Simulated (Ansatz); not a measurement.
**Hf (P6_3/mmc): phonon calculation by linear response in Python**

What are the phonon frequencies of Hf (P6_3/mmc)? Wanted for Hf (P6_3/mmc): a phonon calculation by linear response.

Program: the Python package of Ansatz 0.2.0. Level of theory: DFT LDA, plane waves, PAW. These are calculated values, not measurements.

**1. Starting point**

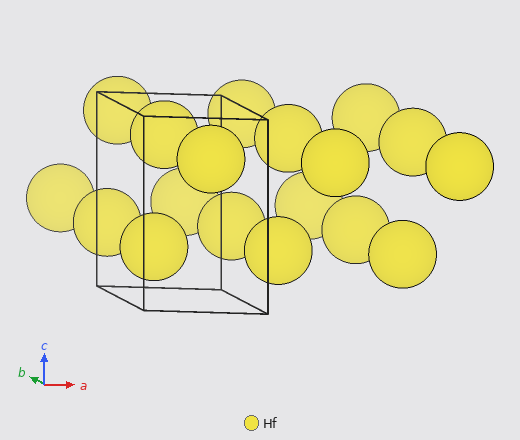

The structure that the script starts from, seen slightly off an axis (hafnium yellow). 3×3×1 cells are drawn. Atoms on cell faces are repeated.

No structure file is read: the coordinates are typed or built in the script.

**2. The script**

Contents of run_dfpt.py:

```python
"""Zone-centre and zone-boundary phonons of Hf by linear response."""

from pathlib import Path

import ansatz as az
import numpy as np

SETTINGS = {
    "functional": "LDA",
    "mesh": (14, 14, 8),
}

lattice = az.Lattice.of(
    (3.1967, 0.0, 0.0),
    (-1.59835, 2.76842341, 0.0),
    (0.0, 0.0, 5.0578),
)
sites = [
    ("Hf", (1 / 3, 2 / 3, 0.25)),
    ("Hf", (2 / 3, 1 / 3, 0.75)),
]
crystal = az.Crystal(lattice=lattice)
for symbol, position in sites:
    crystal = crystal.atom(symbol, position)

base = (
    crystal.calculation()
    .occupations(az.OccupationsMethod.FERMI_DIRAC)
    .functional(SETTINGS["functional"])
    .pseudopotentials("paw")
    .kpoints(*SETTINGS["mesh"])
    .phonons("dfpt")
)
out = base.run(threads=1, runs_dir="runs")
ph = out.phonons

print("Gamma modes (1/cm):", " ".join(f"{w:.1f}" for w in ph.gamma_omega_inv_cm))
print("in meV:", " ".join(f"{w * 0.1239842:.2f}" for w in ph.gamma_omega_inv_cm))
```

**3. Launch**

Launch:

```
python run_dfpt.py
```

Output:

```text
DeckWarning: basis.ecutwfc = 420 eV, auto-derived from the records' recommended cutoffs: set by Hf (normal level)
Gamma modes (1/cm): 0.0 0.0 0.0 71.5 71.5 87.6
in meV: 0.00 0.00 0.00 8.86 8.86 10.86
```

(Warnings from the package without file and line.)

It took 93 s on 1 thread of Arm Neoverse V2, shared host; peak memory 1.5 GiB.

Lines on the test bed's own set-up are left out of the output.

**4. The run's own record**

From the engine's report, whether the script printed it or not:

```
                                                                  item         value
                                                     SCF cycles in all            10
                                                       k-points solved           285
                                                           plane waves           881
                                                                 bands            32
                                                     valence electrons            52
                                                      free energy (eV)  -30953.66539
                                                      Fermi level (eV)        19.535
lowest empty less highest filled level on the mesh, by band count (eV)        -1.445
```

**5. The modes**

Frequencies in cm⁻¹ (negative: imaginary):

| q | frequencies |
| --- | --- |
| 0.000 0.000 0.000 | 0 0 0 71 71 88 |

**6. Summary of results**

| quantity | value |
| --- | --- |
| free energy | -30953.6654 eV (-15476.8327 eV/atom) |
| gap on the mesh | none |
| highest frequency | 88 cm⁻¹ |
| imaginary modes at these points | none |

In words: No mode at these points is imaginary. Only Γ is listed, so instabilities elsewhere in the zone are not shown. The highest lies at 88 cm⁻¹ (2.6 THz). Filled and empty levels meet on the mesh: no gap at this level. Caveats:
- Spin is left out of this run.
- The cell isn't relaxed first, so the values belong to this volume.
- Spin-orbit coupling, which matters for elements this heavy, is left out.
- The structure is taken as given; imaginary modes can come from an unrelaxed or unstable start. Phonons of metals also depend on mesh and smearing.
